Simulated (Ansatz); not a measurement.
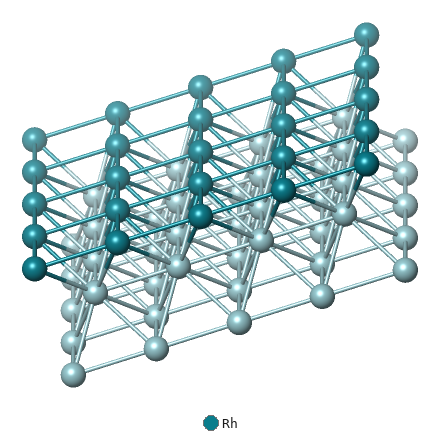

The system is N₂ on a Rh(100) slab cut from the Fm-3m phase, its upper half relaxed before the scan (12 atoms of substrate and one adsorbate in a 2 × 2 cell); the picture shows it without the atoms that are moved over the map. N2 is moved over the surface cell at a fixed height above a rigid substrate; the origin of the map has the adsorbate above Rh9; the height is held at 3.10 Å. Places are given modulo a cell vector. The map is drawn in real space over the plane of the surface. The scan uses a 6 × 6 grid; 10 points were computed and 26 follow by symmetry. Places are given in fractions of the 1 × 1 surface cell. All energies are given in meV relative to the lowest grid point. At a fixed height the lowest place need not be the adsorption site. Computed with Ansatz, DFT PBE+D3(BJ), scalar-relativistic, plane waves, PAW. Settings: cutoff 420 eV, k-mesh 5×5×1, gaussian smearing 0.1 eV, no spin polarisation.

Range: position of N13 along the first surface vector from 0.000 to 0.833; position of N13 along the second surface vector from 0.000 to 0.833.

Question: What landscape does the calculation give?

Answer: The lowest grid point is at the top site over a surface Rh atom, (0/6, 0/6) of the cell vectors. It is the only kind of minimum in the scanned range. The highest grid point, a fourfold hollow over a second-layer Rh atom, (3/6, 3/6) of the cell vectors, lies 37.1 meV above the lowest. On the interpolated surface the easiest way out of the lowest well to its copy in the next cell or period passes a barrier of about 25 meV.

```tsv
second ↓, first →	0/6	1/6	2/6	3/6	4/6	5/6
5/6	6.2	11.6	22.5	28.0	22.5	11.6
4/6	18.7	22.5	30.2	34.1	30.2	22.5
3/6	25.0	28.0	34.1	37.1	34.1	28.0
2/6	18.7	22.5	30.2	34.1	30.2	22.5
1/6	6.2	11.6	22.5	28.0	22.5	11.6
0/6	0.0	6.2	18.7	25.0	18.7	6.2
```

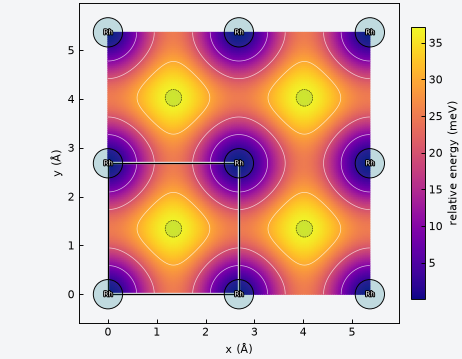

The picture shows a smooth colour map with a few white contour lines, labelled circles for the atoms of the top layer and small ones for the second layer, the outline of one cell of the 2 × 2 shown. Between grid points the surface is interpolated.

Time for the 10 points that were run: 7.3 min on 2 threads of Arm Neoverse V2, with other jobs on the host.

PAW datasets: the set soft_1.
